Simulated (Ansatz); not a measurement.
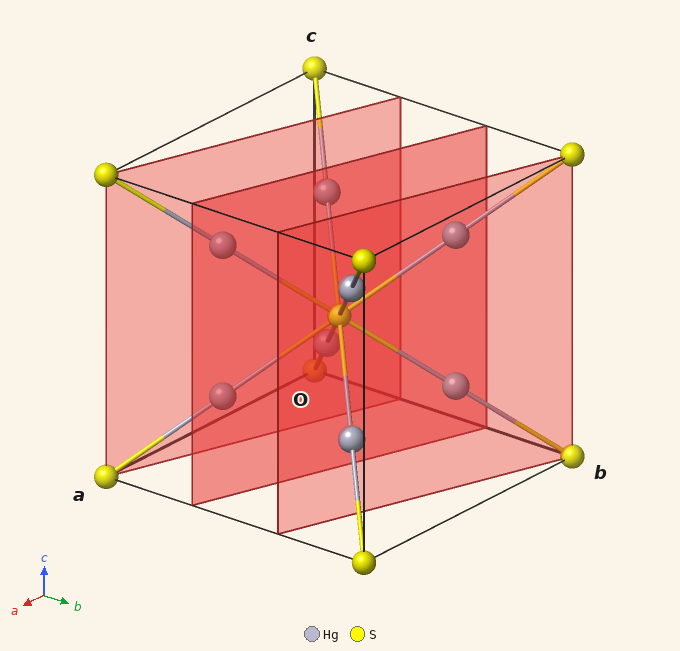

Crystal: Hg4S, the geometry relaxed with Ansatz 0.2.0, DFT PBE, scalar-relativistic, plane waves, PAW; the starting structure was generated, so it need not be a known form of this composition. Every member of one family of equally spaced planes, hx + ky + lz = a whole number, that cuts the unit cell is shaded (one member passes through the origin O, touching the cell only at an edge or corner). Geometry calculated from the standardised cell; symmetry tolerance 0.002 Å.

a = 6.674 Å, b = 6.674 Å, c = 6.674 Å, α = 90.00°, β = 90.00°, γ = 90.00°.

Index the planes.

Answer. (1 3 0); the opposite sign names the same planes. The member next to the origin meets the axes a at 1, b at 1/3, c never.

What is the spacing?

Answer. d = 2.110 Å.

Which atoms of the cell lie in these planes (within 0.03 Å)?

Answer. 4 of the 8 Hg, all 2 S.
